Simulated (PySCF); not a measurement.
## Electronic structure of C3H12N2Si2 in real space

```
atom    x (Å)    y (Å)    z (Å)
   C  -2.0742   2.1717  -0.8720
   C  -1.2056   1.1841  -1.0037
   C  -0.6526   0.3717   0.1185
  Si  -1.6458  -1.2696   0.2006
   N   0.7682   0.1657  -0.0845
  Si   1.7782  -0.8627   0.8456
   N   3.3488  -0.4968   0.2250
   H  -2.4552   2.7177  -1.7183
   H  -2.4474   2.4686   0.0951
   H  -0.8386   0.9043  -1.9828
   H  -0.8358   0.9103   1.0640
   H  -1.3765  -1.9503   1.4673
   H  -3.0643  -0.9056   0.1369
   H  -1.2981  -2.1195  -0.9365
   H   1.2137   1.0280  -0.3711
   H   1.8900  -0.5868   2.2853
   H   1.2897  -2.2337   0.6335
   H   3.4693  -0.5283  -0.7750
   H   4.1263  -0.9596   0.6648
```

Geometry: GFN2-xTB.

These are results of CAM-B3LYP/def2-SVPD, SCF density, gas phase in PySCF 2.14.0, not measurements.

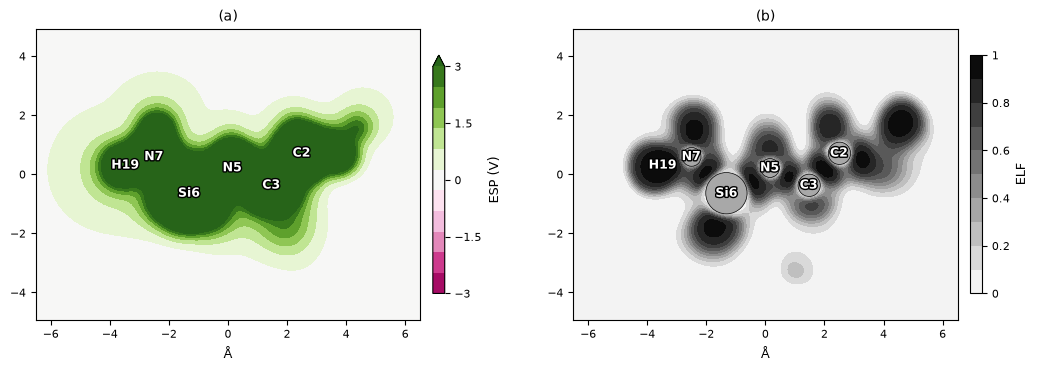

Figure 1. (a) molecular electrostatic potential; (b) ELF on the plane of atoms C2, C3 and N5. Grey discs cover the atomic cores in the ELF map.

### Interpret the plot.

The plane passes through C, N, Si and H nuclei.
C–N (1.45 Å): the ELF peaks at about 0.95 between the atoms: a covalent bond.
Si–N (1.72 Å): the ELF peaks at about 0.90 between the atoms: a shared but strongly polarised pair.
N–H (1.01 Å): the ELF climbs to about 1 towards the hydrogen, as it does in any bond to H (a covalent bond by its length).
C–C (1.49 Å): the ELF peaks at about 0.95 between the atoms: a shared electron pair.
The potential has no marked negative region in this plane.

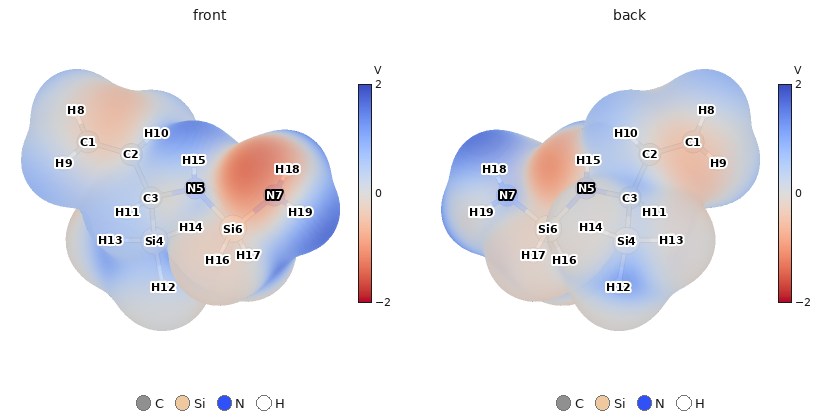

Figure 2. The molecular electrostatic potential painted on the density surface at 0.002 e/bohr³, seen from the front and from behind; red is negative and blue positive.

### Where is the surface potential most negative and most positive?

The most negative region (about −1.3 V) lies over N7, the most positive (about +1.5 V) over H18 and H19. N7 is the likeliest acceptor of a hydrogen bond.

### How polar is the molecule by this calculation?

Its dipole moment is 0.75 D.
